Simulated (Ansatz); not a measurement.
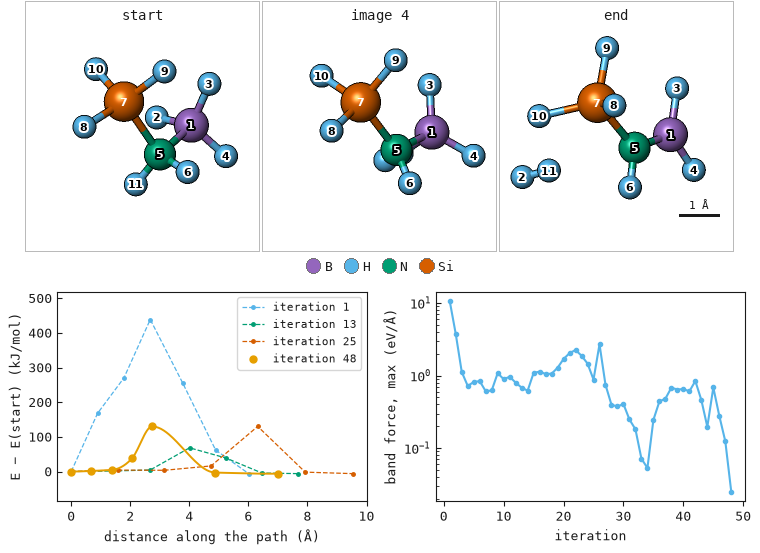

NEB run on BSiNH8. Images are numbered from 0 (start) to 6 (end). The plot follows the band through its iterations. Style: ball-and-stick. Shown from a free direction.

Theory: Ansatz, RKS PBE-D4/6-31G*. Settings: 5 movable images; climbing image; force threshold 0.03 eV/Å; iteration limit 60; starting path through a guess of the saddle point.

**Judge this run.**

The result is final at these settings. The band converged in 48 iterations. The largest component of the band force went from 11 to 0.025 eV/Å. The climbing image converged on the top of the path. Its vibrational analysis gives one imaginary mode (1233i cm⁻¹), as a transition state must have. The first iteration put the highest image at 438.6 kJ/mol. The energy climbs by 130.0 kJ/mol to image 4 and then falls by 136.1 kJ/mol, so the end point sits at −6.1 kJ/mol.

Cost: 6.4 min on 1 thread of Arm Neoverse V2 (shared host), peak memory 0.12 GiB.
